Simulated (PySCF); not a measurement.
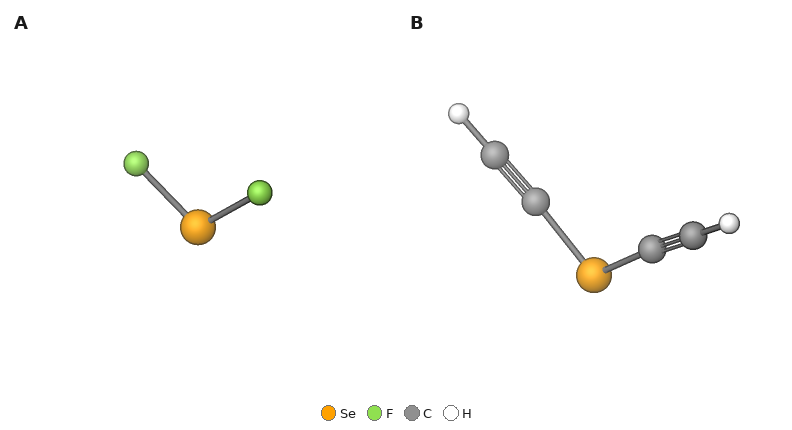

Two related species, optimised with PBE0-D3(BJ)/def2-SVP; properties computed with PySCF 2.14.0. Both: charge 0, singlet.

### What are A and B?

A is SeF2 (F[Se]F), B is Se(CCH)2 (C#C[Se]C#C).

Compare them. With PBE0/pcSseg-1: dipole moment (D), HOMO–LUMO gap (eV), HOMO energy (Kohn–Sham orbital) (eV), Hirshfeld charge of Se (e), IAO charge of Se (e). With B3LYP/def2-SVPD: lowest vertical singlet excitation (eV), mean static polarisability (bohr³).

```csv
quantity,A,B
dipole moment (D),2.17,0.46
HOMO–LUMO gap (eV),4.88,6.04
HOMO energy (Kohn–Sham orbital) (eV),−7.25,−6.72
Hirshfeld charge of Se (e),0.33,0.21
IAO charge of Se (e),0.88,0.47
lowest vertical singlet excitation (eV),2.86,4.29
mean static polarisability (bohr³),29.3,72.6
```

Each is one conformer, and no frequency run is at hand to confirm it as a minimum.
